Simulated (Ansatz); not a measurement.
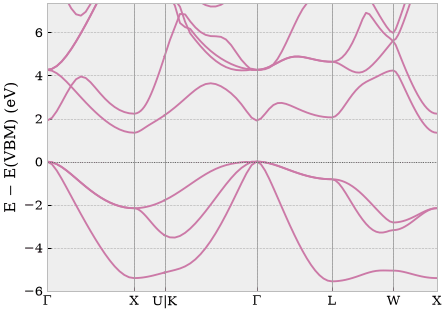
Fig. 1. Band structure from plane-wave PAW PBEsol (Ansatz code)

Problem. Read off the gap and where the band edges lie.

Solution. About 1.3 eV (1.34 eV by a search for the band edges); maximum at Γ, minimum at X.

The material is AlAs (zinc blende, F-43m).

The PBEsol relaxation kept the symmetry of its start. Spin–orbit coupling is left out wherever it is not named.

Potentials: the later of the program's two PAW sets.
